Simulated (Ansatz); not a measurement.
# Amorphous Al$_{28}$O$_{43}$Sr

It comes from a melt-quench run on a machine-learned potential (CHGNet), relaxed afterwards by DFT. O atoms were pushed apart under 1.9 Å during the dynamics, to hinder bonds among them. The hot cell started wider than the set density and was brought back towards it in steps. It is the lowest in DFT energy of 2 quenches. It is a model cell: composition and starting density were chosen by hand, and all elements were melted together. No dispersion term was used.

Methods: PBE, scalar-relativistic without spin-orbit coupling (Ansatz, an electronic-structure program); r2SCAN, scalar-relativistic without spin-orbit coupling (Ansatz); HSE06, scalar-relativistic without spin-orbit coupling (Ansatz). Geometry, pressure, stress and energy are those of the PBE run. Its sampling: a 2×2×2 Γ-centred mesh; Fermi-Dirac width 0.02 eV; no spin polarisation. Other functionals are single points at the zone centre (r2SCAN at 500 eV; exact exchange cut at the cell's faces), free to take moments where seeds were set. At PBE the levels at the filled edge of the gap are localised (band-tail or defect states), and the nearest spread-out levels lie 4.2 eV apart at the zone centre.

- Number of atoms in the cell = 72
- Density (held, not predicted) = 3.19 g/cm³
- Volume per atom = 11.08 Å³
- Pressure on a 2×2×2 Γ-centred mesh = -0.60 GPa
- Largest force and stress component on that mesh (the relaxation ran on the zone centre alone) = 0.05 eV/Å and 0.7 GPa
- Energy relative to corundum + rock-salt SrO (lowest mix at this level among the phases computed, not always the ambient ones) = 141 meV/atom
- Level gap on a 2×2×2 Γ-centred mesh (PBE) = 3.67 eV
- Level gap at the zone centre (PBE) = 3.68 eV
- Level gap at the zone centre (r2SCAN) = 4.32 eV
- Level gap at the zone centre (HSE06) = 5.37 eV

Bonds are counted up to Al-Al 2.66 Å, Al-O 2.38 Å, Al-Sr 3.42 Å, O-O 1.58 Å, O-Sr 3.13 Å, Sr-Sr 4.18 Å. Two cations that share two anions don't count as bonded, nor two that share one unless they lie closer than Al-Al 2.59 Å, Al-Sr 3.33 Å, Sr-Sr 4.07 Å.

* **Mean coordination of Al by anions**: 4.79 (9 with 4, 16 with 5, 3 with 6); 1 close contacts or bonds to cations besides
* **Mean coordination of O**: 3.28 (1 with 2, 29 with 3, 13 with 4)
* **Mean coordination of Sr by anions**: 7.00 (1 with 7); 1 close contacts or bonds to cations besides
* **Mean Al-O bond**: 1.876 Å (spread 0.106 Å, 134 counted)
* **Mean O-Sr bond**: 2.708 Å (spread 0.236 Å, 7 counted)

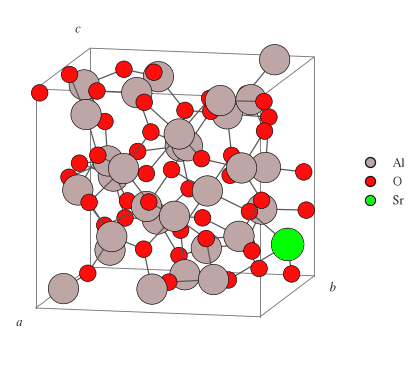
Figure: The relaxed cell

Its density started from a set value of 3.19 g/cm³. The quench (nominally 410 K/ps over its main leg) was far faster than any real one, so the model tends to hold more defects than a real film. Values belong to this one cell and scatter from quench to quench. The volume was held where the preparation left it and the shape relaxed, at a PBE pressure of -0.6 GPa (tension). Stress components on the final sampling reach 0.7 GPa.
